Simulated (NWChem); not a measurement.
# A workflow on the pair GeH3F···CS2

Aim: the energy (singlet CH3FGeS2, PBE0-D3(0)/6-31G*), then the energy (singlet GeH3F, PBE0-D3(0)/6-31G*), then the energy (singlet CS2, PBE0-D3(0)/6-31G*), then the energy (singlet GeH3F, PBE0-D3(0)/6-31G*), then the energy (singlet CS2, PBE0-D3(0)/6-31G*) of CH3FGeS2 and its partners. 

The results are computed with NWChem 7.3.0.

## 1. Starting point

The species is CH3FGeS2 (8 atoms), meant as a singlet with charge 0. The two molecules were placed rigidly side by side, at 1 times their contact distance; the pair isn't optimised.

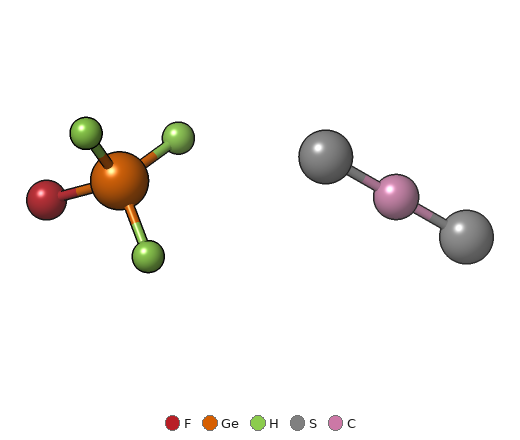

The structure, seen from a chosen angle (fluorine red, germanium orange, hydrogen green, sulfur grey, carbon pink).

## 2. The energy at PBE0-D3(0)/6-31G(d) (spherical functions) (run 1)

Input file struct.nw:

```
start struct
title "CH3FGeS2"
memory stack 880 mb heap 220 mb global 1100 mb
geometry units atomic noautosym nocenter noautoz
  F     -1.99649565     0.92415166     2.21184884
  Ge     0.10998206    -0.05075804    -0.12196292
  H      2.49632821    -0.93968521     1.26018276
  H     -1.20526732    -2.19824281    -1.55513122
  H      0.59545270     2.26453440    -1.79493746
  S     -0.78890397     4.57480018    -6.78491047
  C     -2.14255258     4.87904609    -9.36100402
  S     -3.49622010     5.18329199   -11.93707868
end
basis spherical bse
  * library 6-31G*
end
dft
  xc pbe0
  disp vdw 3
  grid fine
  convergence energy 1e-08
  maxiter 100
  mulliken
  noprint "final vectors analysis"
end
task dft energy
```

Command:

```
nwchem struct.nw > struct.out
```

Log:

```text
[...]
          Wavefunction type:  closed shell.
          No. of atoms     :     8
          No. of electrons :    82
[...]
          Charge           :     0
          Spin multiplicity:     1
[...]
          AO basis - number of functions:   102
[...]
              XC Information
              --------------
                         PBE0 Method XC Functional
                     Hartree-Fock (Exact) Exchange  0.250
          PerdewBurkeErnzerhof Exchange Functional  0.750
            Perdew 1991 LDA Correlation Functional  1.000 local
           PerdewBurkeErnz. Correlation Functional  1.000 non-local
[...]
 d= 0,ls=0.0,diis     1  -3012.0100387123 -3.41D+03  1.59D-02  9.68D-01     3.2
[...]
 d= 0,ls=0.0,diis    11  -3012.1380948516 -6.21D-09  4.23D-07  2.17D-09    23.9
         Total DFT energy =    -3012.138094851593
      One electron energy =    -4974.034083031774
           Coulomb energy =     1713.251074206760
    Exchange-Corr. energy =     -146.722534711725
 Nuclear repulsion energy =      395.369552338623
    Dispersion correction =       -0.002103653476
[...]
      Total Density - Mulliken Population Analysis
     ---------------------------------------------
    Atom       Charge   Shell Charges
 -----------   ------   -------------------------------------------------------
    1 F    9     9.42   2.00  0.93  3.28  1.04  2.16  0.01
    2 Ge  32    31.66   2.00  2.00  6.00  2.00  5.99  1.23  2.00  0.07  0.15  6.87  2.94  0.41
    3 H    1     0.97   0.48  0.49
    4 H    1     0.97   0.48  0.49
    5 H    1     0.97   0.48  0.49
    6 S   16    15.97   2.00  2.00  5.97  1.37  2.98  0.52  1.07  0.07
    7 C    6     6.08   2.00  0.73  1.88  0.61  0.82  0.05
    8 S   16    15.96   2.00  2.00  5.97  1.37  2.98  0.52  1.06  0.07
[...]
```

It took 25 s on 1 thread of Intel Xeon Platinum 8488C (Sapphire Rapids), shared host; peak memory 0.13 GiB.

## 3. GeH3F: a single-point energy at PBE0-D3(0)/6-31G(d) (spherical functions) (run 2)

Input file mol.nw:

```
echo
start mol
title "FGeH3"
memory 2200 mb

geometry noautosym nocenter noautoz
F    -1.056500    0.489040    1.170460
Ge    0.058200   -0.026860   -0.064540
H     1.321000   -0.497260    0.666860
H    -0.637800   -1.163260   -0.822940
H     0.315100    1.198340   -0.949840
end

basis spherical bse
* library 6-31G*
end

dft
xc pbe0
disp vdw 3
grid fine
convergence energy 1e-08
iterations 100
mulliken
noprint "final vectors analysis"
end

task dft energy
```

Command:

```
nwchem mol.nw > mol.out
```

Log:

```text
[...]
          Wavefunction type:  closed shell.
          No. of atoms     :     5
          No. of electrons :    44
[...]
          Charge           :     0
          Spin multiplicity:     1
[...]
          AO basis - number of functions:    52
[...]
              XC Information
              --------------
                         PBE0 Method XC Functional
                     Hartree-Fock (Exact) Exchange  0.250
          PerdewBurkeErnzerhof Exchange Functional  0.750
            Perdew 1991 LDA Correlation Functional  1.000 local
           PerdewBurkeErnz. Correlation Functional  1.000 non-local
[...]
 d= 0,ls=0.0,diis     1  -2177.9508246268 -2.30D+03  2.32D-02  4.68D-01     1.1
[...]
 d= 0,ls=0.0,diis     8  -2178.0102486493 -2.13D-09  1.90D-07  9.95D-11     6.2
         Total DFT energy =    -2178.010248649314
      One electron energy =    -3287.686164647636
           Coulomb energy =     1073.255478901751
    Exchange-Corr. energy =      -90.277795369553
 Nuclear repulsion energy =      126.699039113282
    Dispersion correction =       -0.000806647158
[...]
      Total Density - Mulliken Population Analysis
     ---------------------------------------------
    Atom       Charge   Shell Charges
 -----------   ------   -------------------------------------------------------
    1 F    9     9.43   2.00  0.93  3.28  1.04  2.17  0.01
    2 Ge  32    31.66   2.00  2.00  6.00  2.00  5.99  1.23  2.00  0.07  0.16  6.87  2.94  0.41
    3 H    1     0.97   0.48  0.49
    4 H    1     0.97   0.48  0.49
    5 H    1     0.97   0.48  0.49
[...]
```

Run time: 6.9 s. Hardware: 1 thread of Intel Xeon Platinum 8488C (Sapphire Rapids), shared host; peak memory 0.12 GiB.

## 4. CS2: a single-point energy at PBE0-D3(0)/6-31G(d) (spherical functions) (run 3)

Input file sp.nw:

```
start sp
memory stack 880 mb heap 220 mb global 1100 mb

geometry units angstroms noautosym nocenter noautoz
  S     -0.417470     2.420880    -3.590420
  C     -1.133790     2.581880    -4.953630
  S     -1.850120     2.742880    -6.316830
end

basis spherical bse
  S library 6-31G*
  C library 6-31G*
end

dft
  xc pbe0
  disp vdw 3
  grid fine
  convergence energy 1e-08
  maxiter 100
  mulliken
  noprint "final vectors analysis"
end

task dft energy
```

Command:

```
nwchem sp.nw > sp.out
```

Log:

```text
[...]
          Wavefunction type:  closed shell.
          No. of atoms     :     3
          No. of electrons :    38
[...]
          Charge           :     0
          Spin multiplicity:     1
[...]
          AO basis - number of functions:    50
[...]
              XC Information
              --------------
                         PBE0 Method XC Functional
                     Hartree-Fock (Exact) Exchange  0.250
          PerdewBurkeErnzerhof Exchange Functional  0.750
            Perdew 1991 LDA Correlation Functional  1.000 local
           PerdewBurkeErnz. Correlation Functional  1.000 non-local
[...]
 d= 0,ls=0.0,diis     1   -834.0571677776 -9.43D+02  2.16D-02  5.03D-01     0.6
[...]
 d= 0,ls=0.0,diis     8   -834.1264080327  4.09D-09  3.16D-06  2.57D-08     3.6
         Total DFT energy =     -834.126408032661
      One electron energy =    -1367.898333725435
           Coulomb energy =      480.850132577349
    Exchange-Corr. energy =      -56.444276998609
 Nuclear repulsion energy =      109.366313978876
    Dispersion correction =       -0.000243864842
[...]
      Total Density - Mulliken Population Analysis
     ---------------------------------------------
    Atom       Charge   Shell Charges
 -----------   ------   -------------------------------------------------------
    1 S   16    15.96   2.00  2.00  5.97  1.37  2.98  0.52  1.06  0.07
    2 C    6     6.08   2.00  0.73  1.88  0.60  0.82  0.05
    3 S   16    15.96   2.00  2.00  5.97  1.37  2.98  0.52  1.06  0.07
[...]
```

Wall time 4.2 s (1 thread of Intel Xeon Platinum 8488C (Sapphire Rapids), shared host); peak memory 0.12 GiB.

## 5. GeH3F among ghost functions: a single-point energy at PBE0-D3(0)/6-31G(d) (spherical functions, with ghost functions) (run 4)

Input file fgeh3.nw:

```
echo
start fgeh3
title "FGeH3 energy"
memory 2200 mb
geometry units angstroms noautosym nocenter noautoz
   F    -1.056500    0.489040    1.170460
   Ge    0.058200   -0.026860   -0.064540
   H     1.321000   -0.497260    0.666860
   H    -0.637800   -1.163260   -0.822940
   H     0.315100    1.198340   -0.949840
   bqS     -0.417470     2.420880    -3.590420
   bqC     -1.133790     2.581880    -4.953630
   bqS     -1.850120     2.742880    -6.316830
end
basis spherical bse
   F library 6-31G*
   Ge library 6-31G*
   H library 6-31G*
   bqS library S 6-31G*
   bqC library C 6-31G*
end
dft
   xc pbe0
   disp vdw 3
   grid fine
   convergence energy 1e-08
   maxiter 100
   mulliken
   noprint "final vectors analysis"
end
task dft energy
```

Command:

```
nwchem fgeh3.nw > fgeh3.out
```

Log:

```text
[...]
          Wavefunction type:  closed shell.
          No. of atoms     :     8
          No. of electrons :    44
[...]
          Charge           :     0
          Spin multiplicity:     1
[...]
          AO basis - number of functions:   102
[...]
              XC Information
              --------------
                         PBE0 Method XC Functional
                     Hartree-Fock (Exact) Exchange  0.250
          PerdewBurkeErnzerhof Exchange Functional  0.750
            Perdew 1991 LDA Correlation Functional  1.000 local
           PerdewBurkeErnz. Correlation Functional  1.000 non-local
[...]
 d= 0,ls=0.0,diis     1  -2177.9513180185 -2.30D+03  1.18D-02  4.68D-01     2.7
[...]
 d= 0,ls=0.0,diis     8  -2178.0107235338 -2.14D-09  9.69D-08  9.91D-11    16.2
         Total DFT energy =    -2178.010723533838
      One electron energy =    -3287.671058547332
           Coulomb energy =     1073.238839189987
    Exchange-Corr. energy =      -90.276736642617
 Nuclear repulsion energy =      126.699039113282
    Dispersion correction =       -0.000806647158
[...]
      Total Density - Mulliken Population Analysis
     ---------------------------------------------
    Atom       Charge   Shell Charges
 -----------   ------   -------------------------------------------------------
    1 F    9     9.43   2.00  0.93  3.28  1.04  2.16  0.01
    2 Ge  32    31.66   2.00  2.00  6.00  2.00  5.99  1.23  2.00  0.07  0.15  6.87  2.94  0.42
    3 H    1     0.97   0.48  0.49
    4 H    1     0.97   0.48  0.49
    5 H    1     0.97   0.48  0.49
    6 X    0     0.01  -0.00 -0.00  0.00 -0.00 -0.00  0.00  0.01 -0.00
    7 X    0     0.00  -0.00 -0.00 -0.00  0.00  0.00 -0.00
    8 X    0     0.00  -0.00  0.00 -0.00 -0.00 -0.00  0.00  0.00 -0.00
[...]
```

Run time: 17 s. Hardware: 1 thread of Intel Xeon Platinum 8488C (Sapphire Rapids), shared host; peak memory 0.13 GiB.

## 6. CS2 among ghost functions: a single-point energy at PBE0-D3(0)/6-31G(d) (spherical functions, with ghost functions) (run 5)

Input file cs2.nw:

```
start cs2
memory stack 880 mb heap 220 mb global 1100 mb
geometry noautosym nocenter noautoz
 S       -0.417470       2.420880      -3.590420
 C       -1.133790       2.581880      -4.953630
 S       -1.850120       2.742880      -6.316830
 bqF     -1.056500     0.489040     1.170460
 bqGe     0.058200    -0.026860    -0.064540
 bqH      1.321000    -0.497260     0.666860
 bqH     -0.637800    -1.163260    -0.822940
 bqH      0.315100     1.198340    -0.949840
end
basis spherical bse
 S library 6-31G*
 C library 6-31G*
 bqF library F 6-31G*
 bqGe library Ge 6-31G*
 bqH library H 6-31G*
end
dft
 xc pbe0
 disp vdw 3
 grid fine
 convergence energy 1e-08
 iterations 100
 mulliken
 print low
end
task dft energy
```

Command:

```
nwchem cs2.nw > cs2.out
```

Log:

```text
[...]
 d= 0,ls=0.0,diis     1   -834.0572640894 -9.43D+02  1.06D-02  5.04D-01     2.3
[...]
 d= 0,ls=0.0,diis    10   -834.1265555972 -1.30D-10  4.60D-08  1.16D-11    18.4
         Total DFT energy =     -834.126555597189
      One electron energy =    -1367.890686593050
           Coulomb energy =      480.841602563654
    Exchange-Corr. energy =      -56.443541681827
 Nuclear repulsion energy =      109.366313978876
    Dispersion correction =       -0.000243864842
[...]
      Total Density - Mulliken Population Analysis
     ---------------------------------------------
    Atom       Charge   Shell Charges
 -----------   ------   -------------------------------------------------------
    1 S   16    15.95   2.00  2.00  5.97  1.37  2.98  0.52  1.05  0.07
    2 C    6     6.08   2.00  0.73  1.88  0.61  0.82  0.05
    3 S   16    15.96   2.00  2.00  5.97  1.37  2.98  0.52  1.06  0.07
    4 X    0    -0.00   0.00  0.00  0.00 -0.00 -0.00 -0.00
    5 X    0     0.00  -0.00 -0.00 -0.00 -0.00 -0.00 -0.00  0.00  0.00  0.00  0.00 -0.00  0.00
    6 X    0    -0.00  -0.00 -0.00
    7 X    0    -0.00  -0.00 -0.00
    8 X    0    -0.00   0.00 -0.00
[...]
```

Run time: 19 s. Hardware: 1 thread of Intel Xeon Platinum 8488C (Sapphire Rapids), shared host; peak memory 0.13 GiB.

## 7. Summary of results

```
                                                                                                                quantity           value
                                                                                  run 1, PBE0-D3(0)/6-31G*: total energy  -3012.13809 Eh
                                                                                 run 1, PBE0-D3(0)/6-31G*: dipole moment          2.10 D
                                                                             run 1, PBE0-D3(0)/6-31G*: dispersion energy    -5.52 kJ/mol
                                                                                                     GeH3F: total energy  -2178.01025 Eh
                                                                                                    GeH3F: dipole moment          2.12 D
                                                                                                GeH3F: dispersion energy    -2.12 kJ/mol
                                                                                                       CS2: total energy   -834.12641 Eh
                                                                                                      CS2: dipole moment          0.00 D
                                                                                                  CS2: dispersion energy    -0.64 kJ/mol
                                                                               GeH3F among ghost functions: total energy  -2178.01072 Eh
                                                                              GeH3F among ghost functions: dipole moment          2.10 D
                                                                          GeH3F among ghost functions: dispersion energy    -2.12 kJ/mol
                                                                                 CS2 among ghost functions: total energy   -834.12656 Eh
                                                                            CS2 among ghost functions: dispersion energy    -0.64 kJ/mol
              interaction energy of the rigid parts GeH3F and CS2 (parts in their own basis; closest atoms 3.00 Å apart)       -0.039 eV
interaction energy of the rigid parts GeH3F and CS2 (parts in the whole basis, counterpoise; closest atoms 3.00 Å apart)       -0.022 eV
```

What this shows: The interaction energy of the rigid parts GeH3F and CS2 (parts in their own basis; closest atoms 3.00 Å apart) is −0.04 eV (−3.8 kJ/mol): the parts attract. Without counterpoise this holds the superposition error of the basis. The interaction energy of the rigid parts GeH3F and CS2 (parts in the whole basis, counterpoise; closest atoms 3.00 Å apart) is −0.02 eV (−2.1 kJ/mol): the parts attract. The basis-set superposition error is 1.6 kJ/mol. Mulliken charges (GeH3F) run from -0.43 on F1 to +0.34 on Ge2. Mulliken charges (CS2) run from -0.08 on C2 to +0.04 on S1; they depend strongly on the basis.
